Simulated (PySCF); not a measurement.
**Si2H4ClF (SMILES F[SiH]([SiH3])Cl): HF/def2-TZVP (density fitting with cc-pvqz-jkfit)**

What is the vertical ionisation energy of Si2H4ClF at HF/def2-TZVP (density fitting with cc-pvqz-jkfit)? Input form: a Python script.

Program for the calculation: PySCF 2.14.0.

2 further runs of the same task are left out: 2 set aside as unsound or not needed.

## 1. The molecule

Si2H4ClF has 8 atoms, charge 0, and is taken as a singlet. SMILES: `F[SiH]([SiH3])Cl`. Geometry: relaxed at PBE0-D4/def2-TZVP.

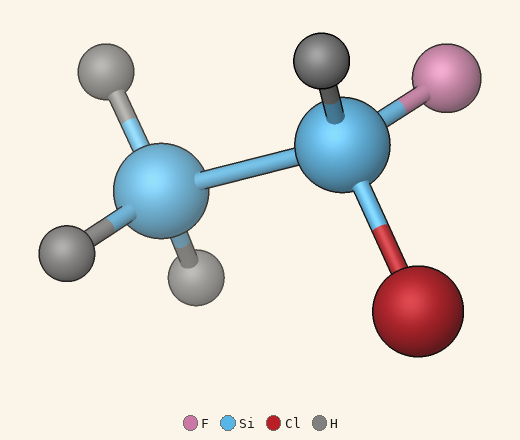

The structure, seen from a chosen angle (fluorine pink, silicon blue, chlorine red, hydrogen grey).

## 2. The energy at HF/def2-TZVP (density fitting with cc-pvqz-jkfit)

Input file job.py:

```python
# F[SiH]([SiH3])Cl
from pyscf import gto

molecule = gto.M(
    atom='''
F     -2.511446     3.395460     0.304624
Si    -0.723576     1.535969    -1.261770
Si     1.018562    -1.498553     1.438648
Cl    -2.899029    -0.245853    -3.922882
H      1.127411     3.128253    -2.631066
H      2.561902    -0.247743     3.424751
H      2.652231    -3.200818    -0.083904
H     -1.051822    -2.974618     2.625963
''',
    unit='bohr',
    max_memory=1860,
    basis='def2-tzvp',
    charge=0,
    verbose=4,
)

hf = molecule.RHF()
hf = hf.density_fit(auxbasis='cc-pvqz-jkfit')
hf.conv_tol = 1e-10
hf.kernel()
if not hf.converged:
    hf = hf.newton().run(hf.mo_coeff, hf.mo_occ)

e_final = hf.e_tot
print(f'total energy: {e_final:.8f} hartree')
```

Run with:

```sh
$ OMP_NUM_THREADS=1 python job.py
```

The log of the run:

```text
PySCF version 2.14.0

[INPUT] num. atoms = 8
[INPUT] num. electrons = 58
[INPUT] charge = 0
[INPUT] spin (= nelec alpha-beta = 2S) = 0
[INPUT] symmetry False subgroup None
[INPUT] Mole.unit = bohr
[INPUT] Symbol           X                Y                Z      unit          X                Y                Z       unit  Magmom
[INPUT]  1 F     -1.328999989656   1.796800052590   0.161200078699 AA   -2.511446000000   3.395460000000   0.304624000000 Bohr   0.0
[INPUT]  2 Si    -0.382899929569   0.812799791480  -0.667699929423 AA   -0.723576000000   1.535969000000  -1.261770000000 Bohr   0.0
[INPUT]  3 Si     0.538999798309  -0.793000096956   0.761299736136 AA    1.018562000000  -1.498553000000   1.438648000000 Bohr   0.0
[INPUT]  4 Cl    -1.534100080596  -0.130099804836  -2.075899755528 AA   -2.899029000000  -0.245853000000  -3.922882000000 Bohr   0.0
[INPUT]  5 H      0.596600208541   1.655400197592  -1.392300167626 AA    1.127411000000   3.128253000000  -2.631066000000 Bohr   0.0
[INPUT]  6 H      1.355700155010  -0.131099949765   1.812300182275 AA    2.561902000000  -0.247743000000   3.424751000000 Bohr   0.0
[INPUT]  7 H      1.403500203296  -1.693799941903  -0.044400084705 AA    2.652231000000  -3.200818000000  -0.083904000000 Bohr   0.0
[INPUT]  8 H     -0.556600232344  -1.574100056792   1.389599776319 AA   -1.051822000000  -2.974618000000   2.625963000000 Bohr   0.0

nuclear repulsion = 276.205005007153
number of shells = 66
number of NR pGTOs = 267
number of NR cGTOs = 166
basis = def2-tzvp
ecp = {}

******** <class 'pyscf.df.df_jk.DFRHF'> ********
method = DFRHF
initial guess = minao
damping factor = 0
level_shift factor = 0
DIIS = <class 'pyscf.scf.diis.CDIIS'>
diis_start_cycle = 1
diis_space = 8
diis_damp = 0
SCF conv_tol = 1e-10
SCF conv_tol_grad = None
SCF max_cycles = 50
direct_scf = False
Set gradient conv threshold to 1e-05
Initial guess from minao.
******** <class 'pyscf.df.df.DF'> ********
auxbasis = cc-pvqz-jkfit
init E= -1139.25036199779
  HOMO = -0.288963901908602  LUMO = 0.0460483512277606  gap/eV = 9.11615
cycle= 1 E= -1139.24224185239  delta_E= 0.00812  |g|= 0.558  |ddm|= 2.08
  HOMO = -0.437445480006089  LUMO = 0.0586339119641768  gap/eV = 13.49901
cycle= 2 E= -1139.30790915697  delta_E= -0.0657  |g|= 0.338  |ddm|= 0.55
  HOMO = -0.415813082751433  LUMO = 0.090661355497387  gap/eV = 13.78187
cycle= 3 E= -1139.32676424698  delta_E= -0.0189  |g|= 0.0513  |ddm|= 0.177
  HOMO = -0.410909051496233  LUMO = 0.100226132764391  gap/eV = 13.90870
cycle= 4 E= -1139.32799231881  delta_E= -0.00123  |g|= 0.0159  |ddm|= 0.0715
  HOMO = -0.414364343561951  LUMO = 0.098302248476228  gap/eV = 13.95037
cycle= 5 E= -1139.32809483361  delta_E= -0.000103  |g|= 0.00388  |ddm|= 0.0184
  HOMO = -0.414863686724147  LUMO = 0.0981839933312692  gap/eV = 13.96074
cycle= 6 E= -1139.32810256452  delta_E= -7.73e-06  |g|= 0.000951  |ddm|= 0.00509
  HOMO = -0.414891211461125  LUMO = 0.098186927012976  gap/eV = 13.96157
cycle= 7 E= -1139.32810330413  delta_E= -7.4e-07  |g|= 0.000253  |ddm|= 0.0019
  HOMO = -0.414890376744621  LUMO = 0.0981982981065558  gap/eV = 13.96185
cycle= 8 E= -1139.32810335318  delta_E= -4.9e-08  |g|= 6.7e-05  |ddm|= 0.0005
  HOMO = -0.414887993103031  LUMO = 0.0981983560209248  gap/eV = 13.96179
cycle= 9 E= -1139.32810335709  delta_E= -3.91e-09  |g|= 1.75e-05  |ddm|= 0.000129
  HOMO = -0.414886654780923  LUMO = 0.0981984097360356  gap/eV = 13.96176
cycle= 10 E= -1139.32810335738  delta_E= -2.97e-10  |g|= 3.99e-06  |ddm|= 3.79e-05
  HOMO = -0.414886713468227  LUMO = 0.0981982454499395  gap/eV = 13.96175
cycle= 11 E= -1139.3281033574  delta_E= -1.93e-11  |g|= 1.02e-06  |ddm|= 9.91e-06
  HOMO = -0.414886816173211  LUMO = 0.098198180091003  gap/eV = 13.96175
Extra cycle  E= -1139.3281033574  delta_E=    0  |g|= 4.9e-07  |ddm|= 1.54e-06
converged SCF energy = -1139.3281033574
total energy: -1139.32810336 hartree
```

It took 4.8 s on 1 thread of Arm Neoverse V2, shared host; peak memory 0.29 GiB.

## 3. The doublet cation, same level

Input file input.py:

```python
from pyscf import gto

system = gto.M(
    atom=[
    ('F', (-1.329000, 1.796800, 0.161200)),
    ('Si', (-0.382900, 0.812800, -0.667700)),
    ('Si', (0.539000, -0.793000, 0.761300)),
    ('Cl', (-1.534100, -0.130100, -2.075900)),
    ('H', (0.596600, 1.655400, -1.392300)),
    ('H', (1.355700, -0.131100, 1.812300)),
    ('H', (1.403500, -1.693800, -0.044400)),
    ('H', (-0.556600, -1.574100, 1.389600)),
],
    verbose=3,
    basis='def2-tzvp',
    max_memory=1860,
    spin=1,
    charge=1,
)

myscf = system.UHF()
myscf = myscf.density_fit(auxbasis='cc-pvqz-jkfit')
myscf.conv_tol = 1e-10
myscf.kernel()
if not myscf.converged:
    myscf = myscf.newton().run(myscf.mo_coeff, myscf.mo_occ)

etot = myscf.e_tot
print('Final energy', etot)
```

Run with:

```sh
$ OMP_NUM_THREADS=1 python input.py
```

The log of the run:

```text
converged SCF energy = -1138.95283779104  <S^2> = 0.76951402  2S+1 = 2.0194197
Final energy -1138.9528377910362
```

Wall time 14 s (1 thread of Arm Neoverse V2, shared host); peak memory 0.29 GiB.

## 4. Results

Level: HF/def2-TZVP (density fitting with cc-pvqz-jkfit).

| quantity | value |
| --- | --- |
| singlet Si2H4ClF: total energy | -1139.32810 Eh |
| singlet Si2H4ClF: dipole moment | 1.80 D |
| singlet Si2H4ClF: HOMO energy | -11.29 eV |
| singlet Si2H4ClF: LUMO energy | 2.67 eV |
| singlet Si2H4ClF: HOMO–LUMO gap | 13.96 eV |
| doublet cation: total energy | -1138.95284 Eh |
| doublet cation: HOMO energy (highest over α and β) | -18.12 eV |
| doublet cation: LUMO energy (lowest over α and β) | -9.10 eV |
| doublet cation: ⟨S²⟩ | 0.770 |
| vertical ionisation energy (to the doublet cation) | 10.211 eV |

What this shows: Removing an electron at fixed nuclei costs 10.21 eV (235 kcal/mol). −ε(HOMO) before ionisation, 11.29 eV, is 1.08 eV above this ionisation energy. Mulliken charges (doublet cation) run from -0.32 on F1 to +0.76 on Si2; they depend strongly on the basis.
